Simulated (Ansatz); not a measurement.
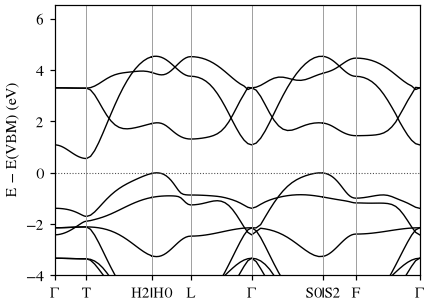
Fig. 1. Band structure from PBE in the plane-wave PAW code Ansatz

Task: Read off the gap and where the band edges lie.

Result: About 0.6 eV (0.56 eV by a search for the band edges); maximum on the H0–L line, 14 % of the way from H0, minimum at T.

The material is TeO2 in space group R3m (No. 160; Te on 3a, O on 3a, O on 3a).

A made-up cell: these elements were put on the sites of a structure type; neither database checked (COD, Materials Project) lists it. COD files the formula under space group No. 19, 61, 92, 136, so this cell is another polymorph or a model. Its standing as an ambient phase is unchecked. The cell was relaxed with PBE under the symmetry of its start; its stability against distortions is not shown here. A crystal of weakly bound layers computed without a dispersion correction: the cell and the soft elastic constants depend strongly on that. Spin–orbit coupling is left out wherever it is not named.

Potentials: the later of the program's two PAW sets.
